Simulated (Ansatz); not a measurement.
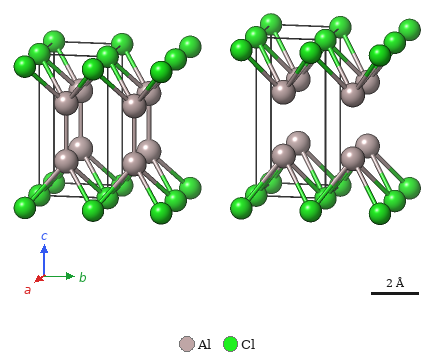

Two geometries of crystalline Al2Cl (a generated structure, set up in P4/mmm) (coarse preliminary run), drawn at one scale. One is the start of a relaxation, the other its converged end. A ball-and-stick model of the cell of the calculation, repeated 2 × 2 × 1 with one cell outlined, seen slightly off an axis.

All numbers below come from Ansatz, DFT PBE, scalar-relativistic, plane waves, PAW. Settings: plane-wave cutoff 420 eV; k-point mesh 6 × 6 × 4; occupations gaussian; smearing width 0.1 eV; no spin polarisation; cell and atoms relaxed; force threshold 0.04 eV/Å; at most 70 steps.

Which of the two is the end point?

Answer. The right one is the relaxed one. The energy falls by 94.4 meV per atom in 3 accepted moves (4 points after the start). The largest force component goes from 0.13 to 0.011 eV/Å. Pressure: 6.99 GPa at the start and −0.08 GPa at the end. At 1 point the geometry stayed and the basis and grid were re-selected for the new cell (energy shift of 1.1 meV per atom at most each time). The largest moves relative to the cell, 0.025 Å, are those of Al atoms. Cl stays in place. Cell: a = b 3.009 → 3.061 Å (+1.7 %), c 6.209 → 6.957 Å (+12.0 %). Volume +15.9 %. Near-neighbour distances that change, for instance: Al–Al 2.546 → 2.802 Å, Al–Cl 2.808 → 3.000 Å. The space group stays P4/mmm (No. 123). Cost: 7.6 s on 1 thread of Intel(R) Xeon(R) Processor @ 2.70GHz (shared host), peak memory 0.35 GiB.
